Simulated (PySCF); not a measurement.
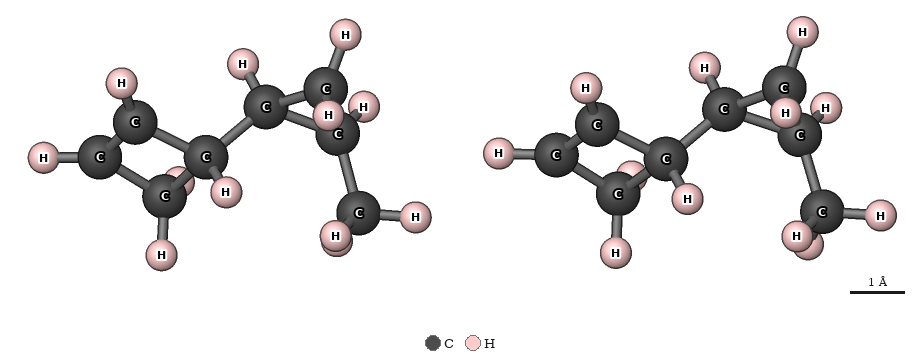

Two geometries of C₈H₁₂, drawn at one scale. One is the start of a relaxation, the other its converged end. Style: ball-and-stick. Shown at a tilt.

Theory: PBE0-D3(BJ)/def2-SVP geometry optimisation, gas phase in PySCF 2.14.0, density-fitted response routines. 

Q: Which of the two is the end point?

A: The right one is the relaxed one. The start comes from GFN2-xTB. Its atoms were then displaced at random by about 0.01 Å. The energy falls by 4.46 kcal/mol in 7 geometry steps. The largest move after the best rigid fit is that of an H atom, 0.22 Å. By element the largest moves are H 0.22 Å, C 0.14 Å. Among the contacts that change: C–C 1.459 → 1.503 Å, C–H 1.070 → 1.103 Å, C–C 1.538 → 1.506 Å, C–C 1.539 → 1.564 Å. Among the angles between lasting bonds that change: H–C–H 111.5° → 107.7°, C–C–H 109.4° → 112.7°, C–C–H 109.3° → 112.0°. Cost: 4.3 min on 1 thread of Intel(R) Xeon(R) Processor @ 2.50GHz, with other jobs on the host.
